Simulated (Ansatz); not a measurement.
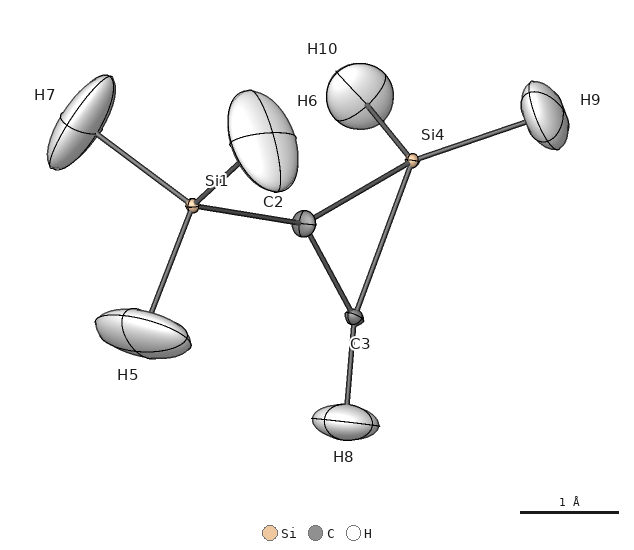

Displacement ellipsoids at the 50 % level, enlarged 1.5 times, from the internal vibrations of the free molecule (harmonic, no overall translation or rotation; no half-axis is drawn under 0.075 Å). Vibrations computed with RKS PBE0-D4/def2-TZVP (Ansatz 0.2.0). Temperature: 0 K (zero-point motion alone).

Give the displacement parameters, one line for each set of equivalent atoms.

```tsv
atom	U_eq (Å²)	rms amplitudes (Å)
Si1	0.00048	0.014, 0.019, 0.030
C2	0.0030	0.033, 0.059, 0.066
C3	0.0018	0.035, 0.042, 0.049
Si4	0.00059	0.018, 0.018, 0.033
H5	0.0326	0.088, 0.169, 0.248
H6, H7	0.0325	0.086, 0.169, 0.248
H8	0.0173	0.079, 0.149, 0.153
H9, H10	0.0205	0.087, 0.148, 0.179
```
